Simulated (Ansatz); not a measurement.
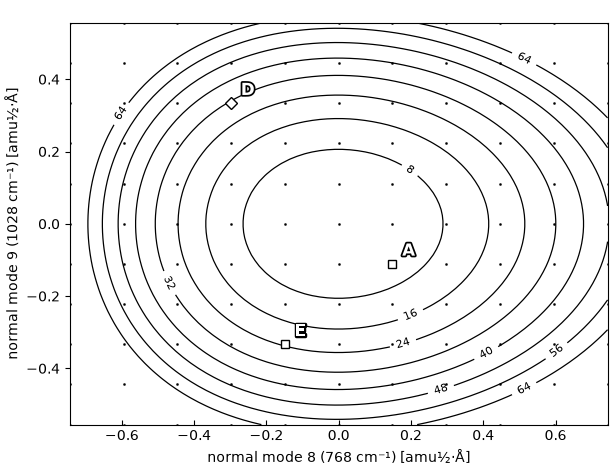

HO₄Re, SMILES [O]=[Re](=[O])(=[O])[OH]. First axis: normal mode 8 (768 cm⁻¹). Second axis: normal mode 9 (1028 cm⁻¹). Nothing is relaxed (straight displacements along the two mass-weighted modes). The grid has 11 × 11 points. Points are written as (first, second). All energies are given in kJ/mol relative to the lowest grid point. Theory: Ansatz 0.2.0, RKS PBE0-D4/def2-SVP.

In the figure: contour lines labelled in kJ/mol (none above 64), dots at the grid points, lettered points. Between grid points the surface is interpolated.

Question: What kind of point is each of A, D, E: minimum, saddle, maximum or slope?

Answer: A: on a slope; D: on a slope; E: on a slope. (In these two coordinates alone; a stationary point may lie a little off the grid point.)

Question: Rank the lettered points by energy, lowest first.

Answer: A (4.5 kJ/mol), E (23 kJ/mol), D (31 kJ/mol).
